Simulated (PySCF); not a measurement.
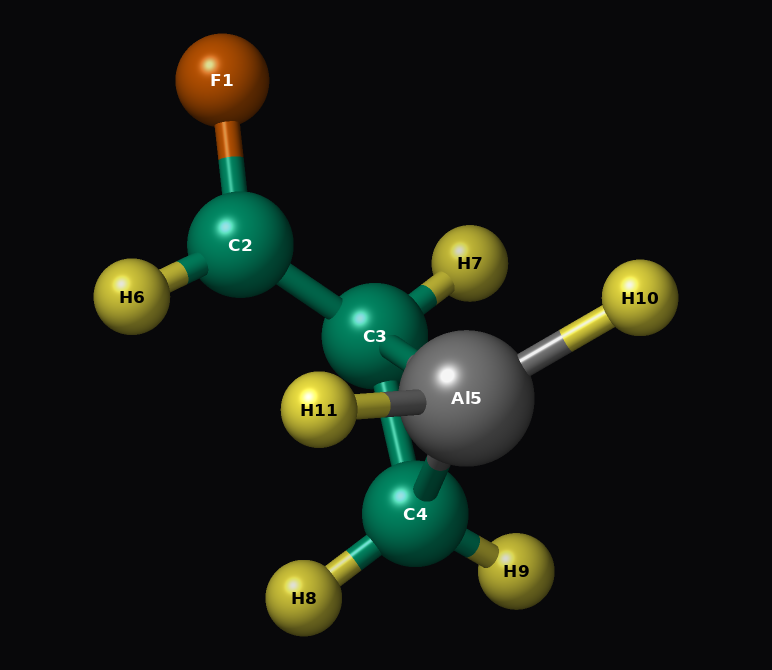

Computed geometry: PBE0-D3(BJ)/def2-SVP optimisation. No frequency run is at hand to confirm it as a minimum. Level of theory: delta-SCF UKS SCAN, pcX-2 on the ionised atom, pcseg-1 elsewhere, spin-free X2C (PySCF 2.14.0).

Give the core-electron binding energies (to vacuum; p and d levels without spin–orbit splitting) of F1 1s, C2 1s, C3 1s, C4 1s, Al5 1s, Al5 2p.

| atom | level | binding energy (eV) |
| --- | --- | --- |
| F1 | 1s | 693.2 |
| C2 | 1s | 292.8 |
| C3 | 1s | 291.4 |
| C4 | 1s | 290.2 |
| Al5 | 1s | 1566.4 |
| Al5 | 2p | 80.0 |
